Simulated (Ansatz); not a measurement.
**H3NSi: density, localisation and related maps**

Input

```
crystal:
  periodic: [false, false, false]
  atoms:
    - symbol: N
      position_ang: [0.646325, -0.384740, -1.067319]
    - symbol: Si
      position_ang: [-0.031419, -0.040994, 0.332318]
    - symbol: H
      position_ang: [0.093669, -0.697175, -1.855340]
    - symbol: H
      position_ang: [-1.466657, -0.101665, 0.728839]
    - symbol: H
      position_ang: [0.840602, 0.408874, 1.435792]
basis:
  gaussian:
    orbitals: def2-TZVPD
magnetization:
  spin_polarized: false
  initial_magnetization: 0
hamiltonian:
  xc: {name: PBE0}
output: {forces: true, orbitals: {seedname: orbitals}}
```

Command:

```sh
ansatz run input.yaml --threads 1 --pin off --max-ram 2610MiB --events-out events.jsonl --progress --plain --runs-dir runs
```

Geometry: PBE0-D4/def2-TZVP.

Level of theory: isolated molecule in a Gaussian basis; Kohn-Sham density functional theory, functional PBE0 in Ansatz 0.2.0.

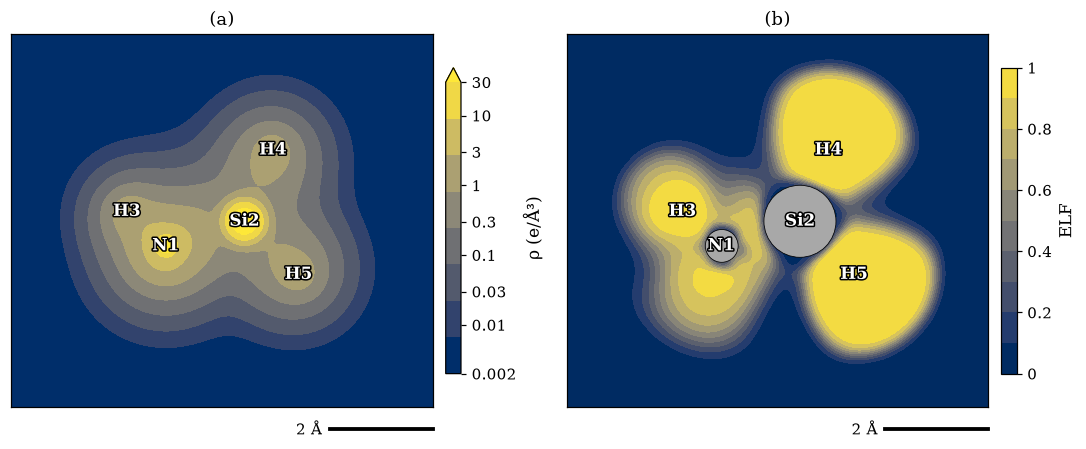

Figure 1. (a) total electron density; (b) ELF on the molecular plane. Grey discs cover the atomic cores in the ELF map.

What does the map show?

Answer. The plane passes through N, Si and H nuclei.
Si–N (1.59 Å): the density is about 1.4 e/Å³ at the midpoint; the ELF peaks at about 0.90 between the atoms; a short, strongly polar bond.
N–H (1.01 Å): the density is about 2.8 e/Å³ at the midpoint; the ELF climbs to about 1 towards the hydrogen, as it does in any bond to H (a covalent bond by its length).
Si–H (1.48 Å): the density is about 0.84 e/Å³ at the midpoint; the ELF climbs to about 1 towards the hydrogen.
The ELF also peaks beside N1, away from the bonds: lone-pair regions.

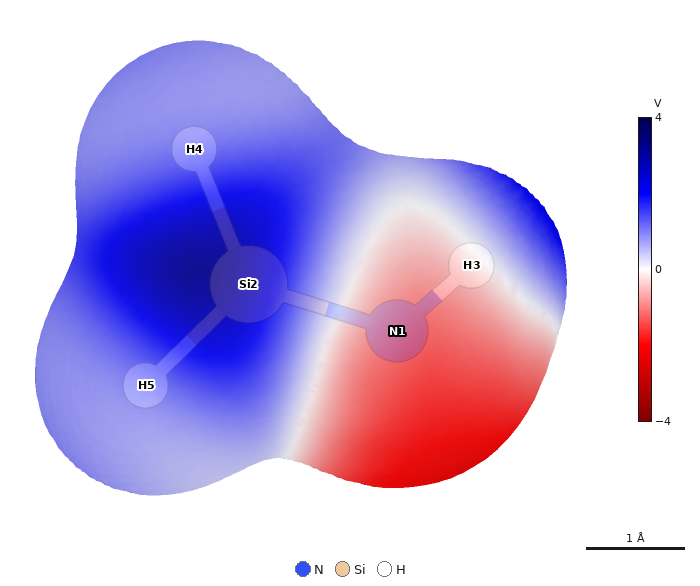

Figure 2. The molecular electrostatic potential painted on the density surface at 0.004 e/bohr³, seen across its widest extent; red is negative and blue positive.

Which sites attract a positive test charge, and which a negative one?

Answer. A positive charge is drawn to the negative regions and a negative charge to the positive ones. The most negative region (about −2.3 V, or −53 kcal/mol for a unit charge) lies over N1, the most positive (about +3.1 V, or +71 kcal/mol for a unit charge) over Si2. N1 is the likeliest acceptor of a hydrogen bond.

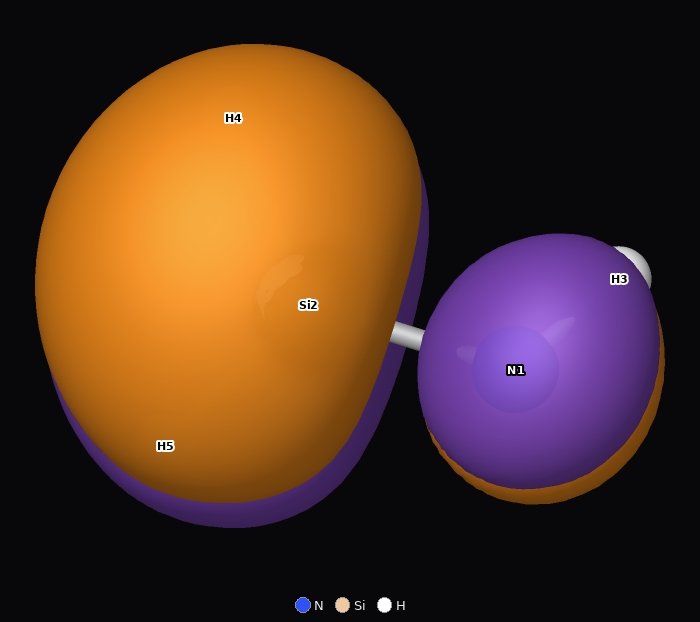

Figure 3. The LUMO at ±0.08 Å⁻³ᐟ² (orange and purple are the two phases), seen across its widest extent.

Where does this orbital lie, and at what energy?

Answer. By Hirshfeld shares it lies mainly on Si2 (about 65 %), N1 (about 20 %) and H4 (about 5 %); it changes sign across the molecular plane (π type); π-antibonding (a node) across N1–Si2. Its energy is −1.76 eV.
